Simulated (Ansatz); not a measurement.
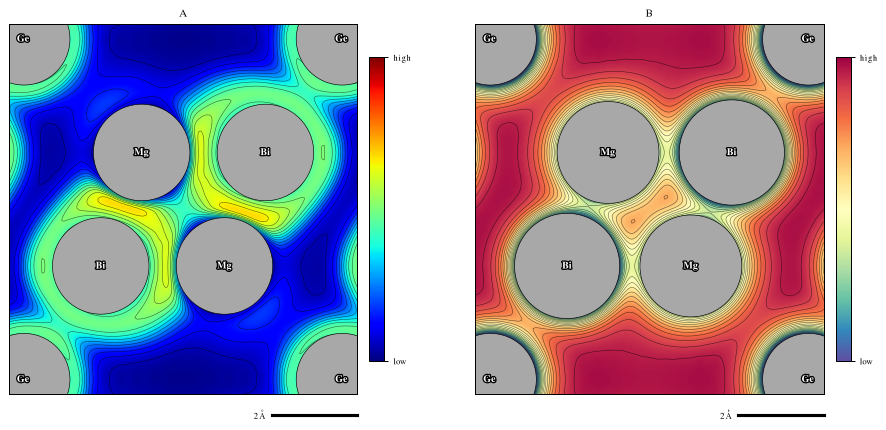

Mg₂GeBi₂: 2 fields on the (110) plane of the conventional cell, with unlabelled colour scales. Grey discs cover the atomic cores.

Space group P-3m1; built by placing these elements on a known structure type; not relaxed (largest force 0.9 eV/Å); computed pressure about 2 GPa in this cell.

The calculation used DFT, PAW plane waves, r2SCAN (Ansatz).

The panels show electron localisation function and electrostatic potential energy of an electron in some order. Assign them.

Panel A: electron localisation function. Panel B: electrostatic potential energy of an electron (low next to the atoms, rising into the space between them). From the grid: Mg–Bi (2.83 Å): the ELF peaks at about 0.70 in the valence shell of Bi, 1.5 Å from its nucleus, and is about 0.65 at the midpoint. Ge–Bi (3.21 Å): the ELF is about 0.45 at the midpoint.
